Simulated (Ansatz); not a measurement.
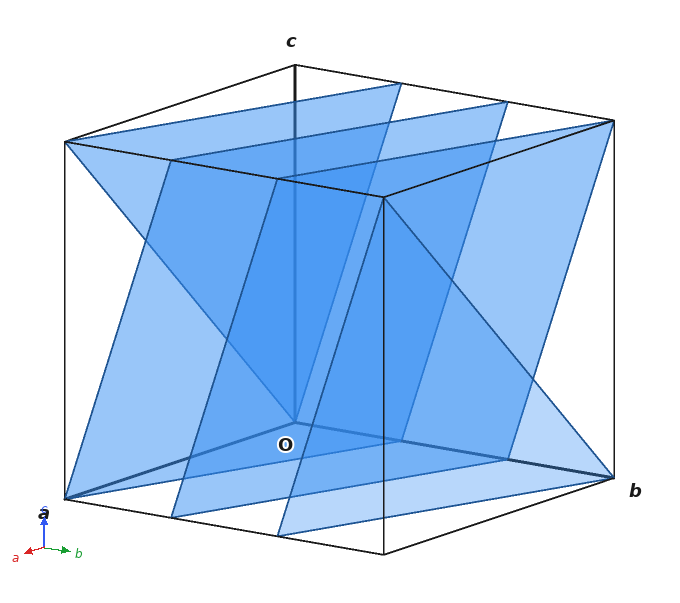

For Hg4H2O, coordinates from a relaxation with DFT PBE, scalar-relativistic, plane waves, PAW (Ansatz 0.2.0); the starting structure was generated, so it need not be a known form of this composition: every member of one family of equally spaced planes, hx + ky + lz = a whole number, that cuts the unit cell is shaded (one member passes through the origin O). The drawing is computed from the coordinates (standard cell, symmetry found to 0.002 Å).

a = 6.255 Å, b = 6.255 Å, c = 5.857 Å, α = 90.00°, β = 90.00°, γ = 90.00°.

> Index the planes.

(1 3 −1); the opposite sign names the same planes. The member next to the origin meets the axes a at 1, b at 1/3, c at −1.

> What is the spacing?

d = 1.874 Å.

> The space group is I4/mmm (No. 139). How many reflections hkl are equivalent to this one (itself included), and does it occur?

16 reflections are equivalent in the Laue class 4/mmm. The reflection is systematically absent, by the centring.
